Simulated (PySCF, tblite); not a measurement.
# C5H14N2Si: infrared bands, NMR shifts and electronic excitations in gas and solvents, part 1 of 3

Aim: compute the infrared bands, NMR shifts and electronic excitations of C5H14N2Si (`NC[C@@H]1CCN([SiH3])C1`), and see what a dielectric continuum does where one was used.

The runs use tblite 0.8.0 and PySCF 2.14.0, with density-fitted response routines of our own; the level of theory stands in each step. All values are computed, except where a source is named. Atoms are numbered from 0 throughout.

### 1 Starting geometry

22 atoms, charge 0, multiplicity 1; geometry from: force field or distance geometry start.

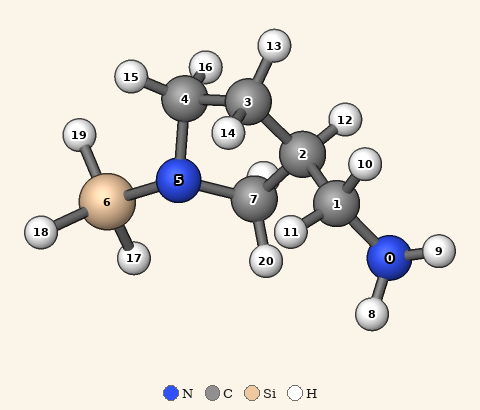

The starting geometry (nitrogen blue, carbon grey, silicon light orange, hydrogen white), atoms numbered.

### 2 Geometry optimisation with GFN2-xTB

Job settings and geometry (Å):

```
{"job": {"kind": "relax", "xc": "GFN2-xTB", "basis": "xTB"}, "charge": 0, "multiplicity": 1}
N     -2.749500     1.215100    -0.199700
C     -2.000000     0.230300     0.476500
C     -0.917300    -0.432900    -0.333300
C     -0.260100    -1.428500     0.591100
C      1.178400    -1.280200     0.175000
N      1.251900     0.187400     0.154600
Si     2.845500     0.792400    -0.299200
C      0.185200     0.529500    -0.733700
H     -2.639100     2.181100     0.204000
H     -3.777200     0.971000    -0.059700
H     -2.689800    -0.587500     0.811000
H     -1.576600     0.657000     1.423300
H     -1.329400    -0.987800    -1.172800
H     -0.664700    -2.453100     0.451400
H     -0.381700    -1.019600     1.621600
H      1.885500    -1.704000     0.920900
H      1.276700    -1.699300    -0.845600
H      2.715600     1.909700    -1.202000
H      3.529300     1.250500     0.941100
H      3.716000    -0.232500    -0.888600
H     -0.120000     1.600600    -0.669100
H      0.510800     0.320500    -1.768400
```

Started as:

```console
$ OMP_NUM_THREADS=1 python probes_run.py task.json out
```

This one command runs all jobs of the session in turn.

The program printed:

```text
step      E/eV     max force
  0    -691.44078    3.308
  1    -691.72546    0.925
  2    -691.79641    0.692
  3    -691.88627    0.599
  4    -691.93353    0.499
  5    -691.98141    0.501
  6    -692.00781    0.389
  7    -692.03091    0.255
  8    -692.04787    0.311
  9    -692.06514    0.255
 10    -692.08486    0.322
 11    -692.10850    0.386
 12    -692.13127    0.317
 13    -692.14593    0.214
 14    -692.15262    0.155
 15    -692.15803    0.164
 16    -692.16475    0.193
 17    -692.17097    0.172
 18    -692.17522    0.128
 19    -692.17784    0.114
 20    -692.18003    0.115
 21    -692.18233    0.118
 22    -692.18460    0.093
 23    -692.18677    0.102
 24    -692.18900    0.102
 25    -692.19133    0.119
 26    -692.19356    0.103
 27    -692.19552    0.080
 28    -692.19741    0.093
 29    -692.19945    0.096
 30    -692.20155    0.125
 31    -692.20371    0.125
 32    -692.20613    0.108
 33    -692.20896    0.138
 34    -692.21213    0.150
 35    -692.21561    0.144
 36    -692.21961    0.135
 37    -692.22485    0.164
 38    -692.23169    0.211
 39    -692.23868    0.222
 40    -692.19845    1.243
 41    -692.24637    0.154
 42    -692.25048    0.147
 43    -692.26142    0.445
 44    -692.26809    0.176
 45    -692.27474    0.137
 46    -692.28358    0.164
 47    -692.28797    0.194
 48    -692.29532    0.163
 49    -692.30044    0.127
 50    -692.30377    0.120
 51    -692.30539    0.138
 52    -692.30736    0.113
 53    -692.30957    0.071
 54    -692.31112    0.075
 55    -692.31223    0.071
 56    -692.31334    0.066
 57    -692.31451    0.068
 58    -692.31574    0.073
 59    -692.31690    0.085
 60    -692.31801    0.078
 61    -692.31902    0.055
 62    -692.31981    0.063
 63    -692.32041    0.060
 64    -692.32090    0.046
 65    -692.32137    0.046
 66    -692.32183    0.044
 67    -692.32226    0.077
 68    -692.32269    0.053
 69    -692.32312    0.043
 70    -692.32353    0.038
 71    -692.32378    0.033
 72    -692.32411    0.035
 73    -692.32439    0.034
 74    -692.32468    0.034
 75    -692.32491    0.030
 76    -692.32512    0.029
 77    -692.32534    0.034
 78    -692.32558    0.034
 79    -692.32585    0.041
 80    -692.32614    0.050
 81    -692.32652    0.059
 82    -692.32706    0.068
 83    -692.32778    0.074
 84    -692.32867    0.067
 85    -692.32974    0.106
 86    -692.33106    0.122
 87    -692.33265    0.107
 88    -692.33425    0.093
 89    -692.33554    0.073
 90    -692.33651    0.085
 91    -692.33726    0.092
 92    -692.33834    0.131
 93    -692.33974    0.085
 94    -692.34245    0.069
 95    -692.34321    0.061
 96    -692.34425    0.060
 97    -692.34482    0.056
 98    -692.34543    0.052
 99    -692.34601    0.045
100    -692.34654    0.049
101    -692.34709    0.040
102    -692.34763    0.046
103    -692.34807    0.049
104    -692.34846    0.046
105    -692.34893    0.054
106    -692.34952    0.046
107    -692.35017    0.076
108    -692.35083    0.065
109    -692.35151    0.046
110    -692.35192    0.042
111    -692.35229    0.028
112    -692.35254    0.033
113    -692.35269    0.030
114    -692.35284    0.046
115    -692.35308    0.047
116    -692.35346    0.058
117    -692.35399    0.049
118    -692.35452    0.053
119    -692.35495    0.049
120    -692.35542    0.047
121    -692.35602    0.055
122    -692.35662    0.061
123    -692.35719    0.056
124    -692.35767    0.046
125    -692.35810    0.048
126    -692.35850    0.045
127    -692.35881    0.035
128    -692.35903    0.028
129    -692.35926    0.027
130    -692.35952    0.039
131    -692.35973    0.034
132    -692.35987    0.026
133    -692.35997    0.021
134    -692.36005    0.026
135    -692.36012    0.025
136    -692.36017    0.015
137    -692.36020    0.012
138    -692.36023    0.010
```

Wall time 1.9 s (1 thread of Arm Neoverse N1, shared host); peak memory 0.18 GiB.

The steps of the relaxation: (not every step is listed)

```
step  energy from step 0 (eV)  largest force (eV/Å)
   0                   0.0000                3.3076
   1                  -0.2847                0.9246
   2                  -0.3556                0.6917
   3                  -0.4455                0.5992
   4                  -0.4928                0.4988
   5                  -0.5406                0.5005
   6                  -0.5670                0.3886
   7                  -0.5901                0.2549
   8                  -0.6071                0.3109
  20                  -0.7392                0.1146
  32                  -0.7654                0.1081
  44                  -0.8273                0.1758
  56                  -0.8726                0.0660
  68                  -0.8819                0.0528
  80                  -0.8854                0.0497
  92                  -0.8976                0.1308
 104                  -0.9077                0.0460
 116                  -0.9127                0.0583
 128                  -0.9182                0.0280
 133                  -0.9192                0.0205
 134                  -0.9193                0.0258
 135                  -0.9193                0.0252
 136                  -0.9194                0.0149
 137                  -0.9194                0.0119
 138                  -0.9194                0.0103
```

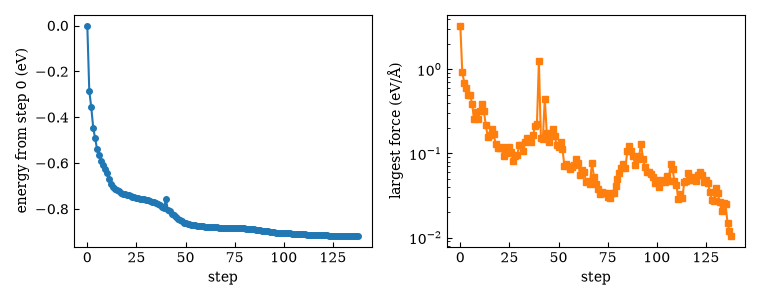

Energy and largest force along the relaxation.

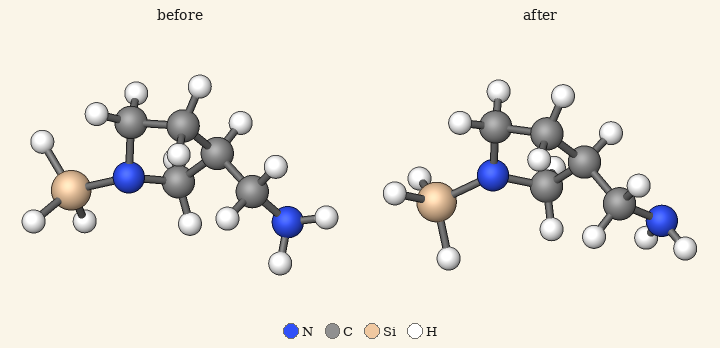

Before and after, at one scale.

Distances of close pairs at the start and the end, largest changes first:

```
   bond  before (Å)  after (Å)  change (Å)
 N5–Si6       1.764      1.710      -0.054
  N0–H9       1.066      1.014      -0.051
  N0–C1       1.410      1.455      +0.044
  N0–H8       1.053      1.015      -0.038
  C4–N5       1.470      1.441      -0.029
  C2–C7       1.517      1.545      +0.028
  C2–C3       1.509      1.537      +0.028
Si6–H18       1.489      1.462      -0.027
```

The final coordinates are the input of the step that follows.

### 3 Infrared spectrum with GFN2-xTB

Job settings and geometry (Å):

```
{"job": {"kind": "ir", "xc": "GFN2-xTB", "basis": "xTB"}, "charge": 0, "multiplicity": 1}
N     -2.917505     1.013585    -0.379740
C     -2.048222     0.309009     0.549765
C     -0.975190    -0.464541    -0.215426
C     -0.224349    -1.462149     0.680626
C      1.213965    -1.376846     0.175439
N      1.362698     0.021866    -0.137296
Si     2.845545     0.867107    -0.233321
C      0.139769     0.443053    -0.781559
H     -2.381397     1.681262    -0.924433
H     -3.631012     1.527639     0.125606
H     -2.674825    -0.399743     1.100421
H     -1.557506     0.972363     1.283292
H     -1.472792    -0.989692    -1.033895
H     -0.633520    -2.468325     0.618274
H     -0.264320    -1.128727     1.718476
H      1.951810    -1.681392     0.917299
H      1.337140    -2.005190    -0.720412
H      2.505564     2.279224    -0.051586
H      3.665181     0.330533     0.851935
H      3.578319     0.722652    -1.505296
H     -0.031572     1.500350    -0.567211
H      0.201806     0.327348    -1.872591
```

The program printed:

```text
mode    cm-1     km/mol
  1      12.3      1.81
  2      92.4      1.22
  3     101.1      1.07
  4     128.3      2.92
  5     201.1      9.36
  6     241.6      9.54
  7     266.5     23.95
  8     292.6     24.12
  9     376.6      3.44
 10     416.5      1.01
 11     480.4      1.79
 12     561.7     71.11
 13     595.8     16.09
 14     610.9     65.24
 15     741.5    202.12
 16     785.5     39.25
 17     818.8    170.98
 18     832.1    392.16
 19     855.9     12.91
 20     884.8     54.21
 21     905.8     29.93
 22     958.8     59.40
 23     986.3     12.17
 24    1022.1      2.96
 25    1041.6      4.40
 26    1078.2     26.53
 27    1103.5     13.97
 28    1129.1     26.66
 29    1134.1     26.78
 30    1165.7     11.01
 31    1184.9     28.38
 32    1190.2     26.28
 33    1192.2     39.54
 34    1255.8     10.34
 35    1268.8     10.80
 36    1286.2     37.45
 37    1298.3      1.40
 38    1307.3      2.56
 39    1326.0     41.81
 40    1339.4     43.24
 41    1371.3     13.94
 42    1477.8      0.45
 43    1484.3      2.01
 44    1490.9      0.48
 45    1498.5      0.16
 46    1563.2     31.62
 47    2147.1    398.01
 48    2247.6    241.53
 49    2263.2    333.98
 50    2814.0     84.09
 51    2839.1     74.42
 52    2857.8     90.92
 53    2949.9     37.24
 54    2957.2     46.48
 55    2965.8     31.29
 56    2987.2     36.86
 57    2994.5     69.48
 58    3015.7     49.25
 59    3386.2     12.72
 60    3417.4     11.31
```

Run time: 1.5 s. Hardware: 1 thread of Arm Neoverse N1, shared host; peak memory 0.18 GiB.

The strongest bands and the atoms that carry them (share of the mass-weighted mode):

| cm⁻¹ | km/mol | atoms |
| --- | --- | --- |
| 742 | 202.1 | H18 47 %, H17 43 % |
| 819 | 171.0 | H19 55 %, H17 19 %, H18 19 % |
| 832 | 392.2 | H17 26 %, H19 23 %, H18 18 %, Si6 13 % |
| 2147 | 398.0 | H19 94 % |
| 2248 | 241.5 | H17 93 % |
| 2263 | 334.0 | H18 93 % |
| 2814 | 84.1 | H11 92 % |
| 2858 | 90.9 | H21 88 % |

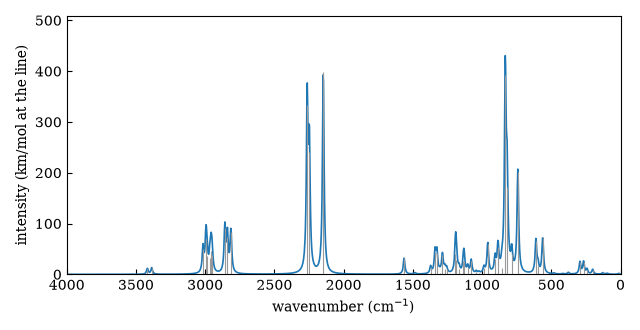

The infrared spectrum from these modes, unscaled. Lines are broadened to a width of 14 cm⁻¹ (Lorentzian).

### 4 Geometry optimisation at PBE0-D3(BJ)/def2-SVP

Job settings and geometry (Å):

```
{"job": {"xc": "PBE0", "basis": "def2-SVP", "d3": "d3bj", "grid": 1, "shake": 0.01, "kind": "geom"}, "charge": 0, "multiplicity": 1}
N     -2.897100     0.988030    -0.375560
C     -2.053900     0.304480     0.547610
C     -0.995390    -0.466860    -0.224080
C     -0.191120    -1.459890     0.677100
C      1.211150    -1.383530     0.164890
N      1.358790     0.026690    -0.139680
Si     2.855120     0.865110    -0.233080
C      0.155230     0.448500    -0.786610
H     -2.383230     1.686670    -0.905080
H     -3.633710     1.525200     0.135630
H     -2.683690    -0.402660     1.109250
H     -1.551700     0.973280     1.289990
H     -1.501070    -0.979480    -1.043490
H     -0.650210    -2.465560     0.625280
H     -0.268770    -1.139490     1.718740
H      1.951280    -1.667340     0.924770
H      1.339080    -1.994070    -0.722470
H      2.496310     2.285060    -0.045760
H      3.663030     0.322700     0.854230
H      3.553380     0.729550    -1.500380
H     -0.047960     1.500960    -0.576850
H      0.209380     0.307010    -1.881740
```

The program printed:

```text
step   0  E = -597.16332653  max force = 0.031877
step   1  E = -597.16981640  max force = 0.007012
step   2  E = -597.17030926  max force = 0.002107
step   3  E = -597.17042733  max force = 0.001507
step   4  E = -597.17047841  max force = 0.001021
step   5  E = -597.17052715  max force = 0.001086
step   6  E = -597.17054942  max force = 0.000830
step   7  E = -597.17055720  max force = 0.000640
step   8  E = -597.17055985  max force = 0.000567
step   9  E = -597.17056855  max force = 0.000644
step  10  E = -597.17058140  max force = 0.000380
optimisation converged
```

Wall time 5.6 min (1 thread of Arm Neoverse N1, shared host); peak memory 0.87 GiB.

The steps of the relaxation:

```
step  energy from step 0 (eV)  largest force component (eV/Å)
   0                   0.0000                          1.6392
   1                  -0.1766                          0.3606
   2                  -0.1900                          0.1083
   3                  -0.1932                          0.0775
   4                  -0.1946                          0.0525
   5                  -0.1959                          0.0558
   6                  -0.1965                          0.0427
   7                  -0.1968                          0.0329
   8                  -0.1968                          0.0292
   9                  -0.1971                          0.0331
  10                  -0.1974                          0.0195
```

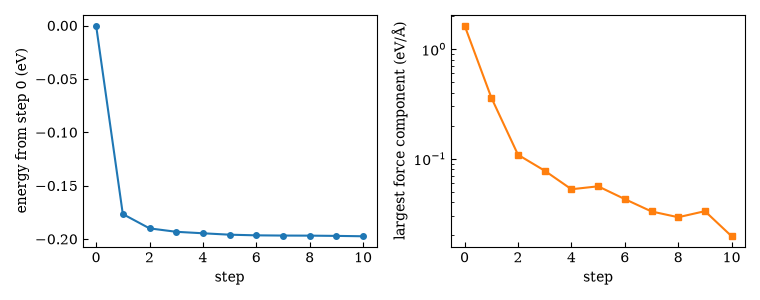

Energy and force, step by step.

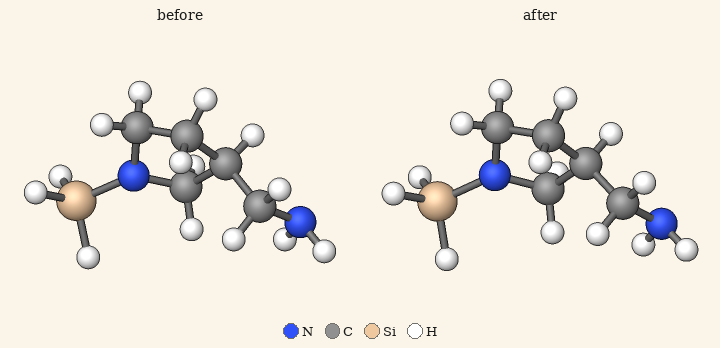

The geometry before (left) and after (right).

Distances of close pairs at the start and the end, largest changes first:

| bond | before (Å) | after (Å) | change (Å) |
| --- | --- | --- | --- |
| Si6–H19 | 1.453 | 1.504 | +0.050 |
| Si6–H18 | 1.459 | 1.495 | +0.036 |
| C2–C3 | 1.564 | 1.535 | -0.029 |
| C3–C4 | 1.495 | 1.523 | +0.028 |
| N0–H9 | 1.045 | 1.017 | -0.028 |
| C4–H16 | 1.085 | 1.111 | +0.027 |
| C2–C7 | 1.574 | 1.550 | -0.024 |
| N0–C1 | 1.425 | 1.448 | +0.023 |

The next job starts from the end point, and lists it.

```
                         at the end point                value
  point group (found at 0.08 Å tolerance)                   C1
rotational constants (GHz, main isotopes)  3.227, 0.931, 0.776
                        dipole moment (D)                 1.13
```

(Continued in part 2 of 3.)
